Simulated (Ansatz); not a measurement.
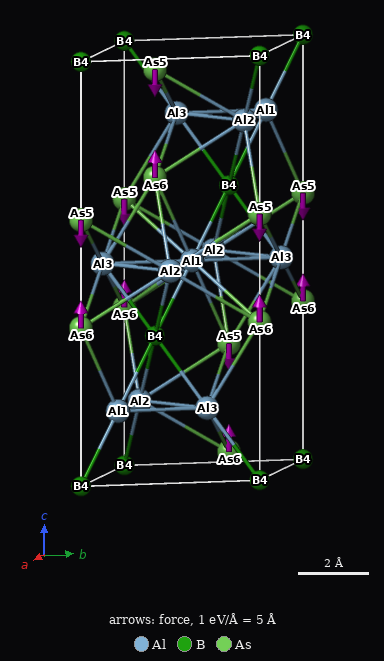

Starting geometry of solid Al$_{3}$BAs$_{2}$ (a generated structure, set up in R-3m) (coarse preliminary run) with the computed forces as purple arrows. Style: ball-and-stick. Shown: the conventional cell (3 times the calculation's cell), slightly off an axis. Lengths and directions refer to the drawn axes.

The calculation used DFT PBE, scalar-relativistic, plane waves, PAW in Ansatz.

The input:
```yaml
crystal:
  lattice:
    - [2.67207279, 1.54272195, 4.08840732]
    - [-2.67207279, 1.54272195, 4.08840732]
    - [0.0, -3.08544389, 4.08840732]
  atoms:
    - { symbol: Al, position: [0.0, 0.5, 0.0] }
    - { symbol: Al, position: [0.5, 0.0, 0.0] }
    - { symbol: Al, position: [0.0, 0.0, 0.5] }
    - { symbol: B, position: [0.0, 0.0, 0.0] }
    - { symbol: As, position: [0.62722945, 0.62722945, 0.62722945] }
    - { symbol: As, position: [0.37277055, 0.37277055, 0.37277055] }
basis:
  ecutwfc: 420
kpoints:
  mp_grid: { grid: [6, 6, 6] }
hamiltonian:
  xc: pbe
scf:
  occupations: { method: gaussian, width: 0.1 }
  lower_state_search: "off"
output:
  forces: true
  stress: true
  eigenvalues: true
relax:
  adjacent_minimum: "off"
  f_tol: 0.04
  max_steps: 70
  cell: { stress_tol: 0.4 }
```

Launched with:
```bash
ansatz run input.yaml --threads 1 --pin off --max-ram 2560MiB --backend cpu --events-out ev --progress --plain --runs-dir out
```

**Is this structure relaxed? If not, where do the atoms go?**

It isn't relaxed: the largest force vector, on As atoms, is 0.16 eV/Å. Measured relative to the changing cell, the final displacements run against the starting forces (cosine between the two patterns −1.00). The energy falls by 294 meV per atom in 12 accepted moves (14 points after the start). The largest force component goes from 0.16 to 0.0081 eV/Å. The pressure goes from −4.97 to 0.04 GPa. The SCF was repeated twice at an unchanged geometry on a basis and grid sized afresh for the cell, which shifted the energy by 12.2 meV per atom at most. The largest moves relative to the cell, 0.075 Å, are those of As5 and As6. As5 goes along +c. Al and B stay in place. The volume changes by +1.0 %, with a = b 5.344 → 6.363 Å (+19.1 %), c 12.265 → 8.736 Å (−28.8 %). Near-neighbour distances that change, for instance: As5–As6 3.121 → 2.372 Å, Al1–Al2 2.672 → 3.181 Å, As5–As6 (another image) 3.234 → 3.713 Å, Al1–As5 2.961 → 2.520 Å. New bonds form: As5–As6 (3.12 → 2.37 Å). Bond angles that change, for instance: B4–Al2–As6 111.6° → 81.6°, B4–Al2–As5 68.4° → 98.4°, Al1–B4–Al2 117.1° → 94.5°. The space group stays R-3m (No. 166). The run took 98 s on 1 thread of Intel(R) Xeon(R) Processor @ 2.70GHz (shared host), peak memory 0.43 GiB.
